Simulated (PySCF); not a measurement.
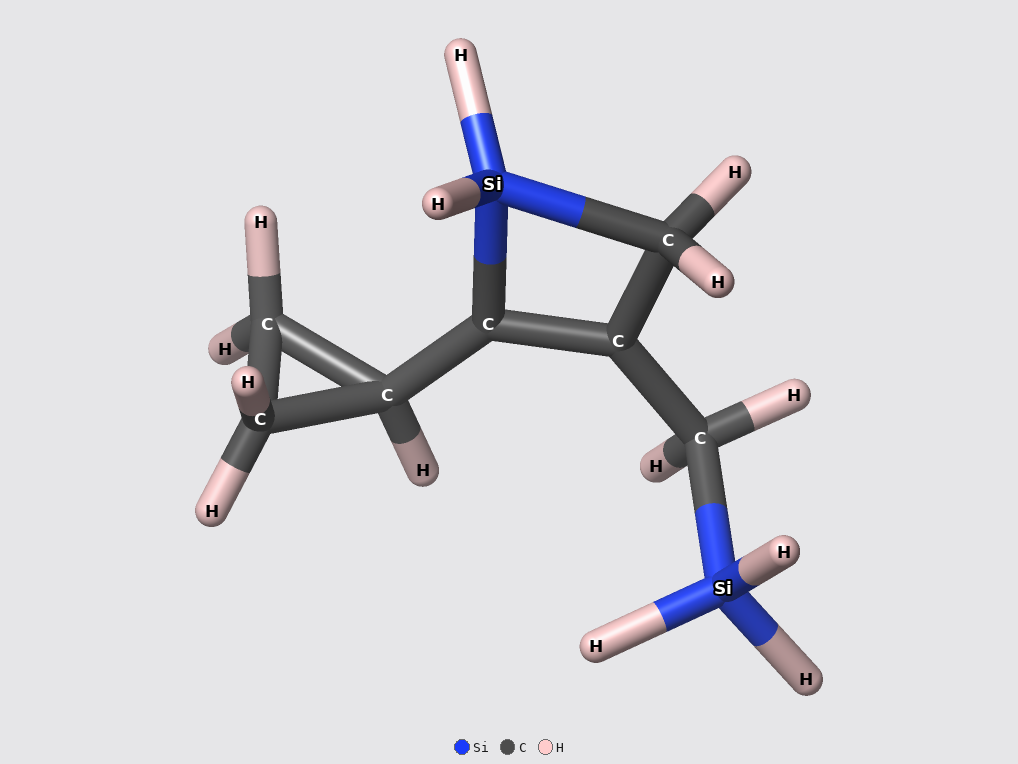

Computed geometry: GFN2-xTB optimisation. No frequency run is at hand to confirm it as a minimum. Level of theory: PBE0/pcSseg-1, gas phase (PySCF 2.14.0).

Computed properties:

The species is C₇H₁₄Si₂ (`[SiH3]CC1=C(C2CC2)[SiH2]C1`).
- dipole moment: 0.62 D
- HOMO energy (Kohn–Sham orbital): −6.35 eV
- LUMO energy (Kohn–Sham orbital): 0.19 eV
- HOMO–LUMO gap: 6.54 eV

The geometry is semi-empirical. Around Si such bond lengths and angles can be off by a tenth of an ångström or more and by several degrees, and values that hang on the shape move with them.
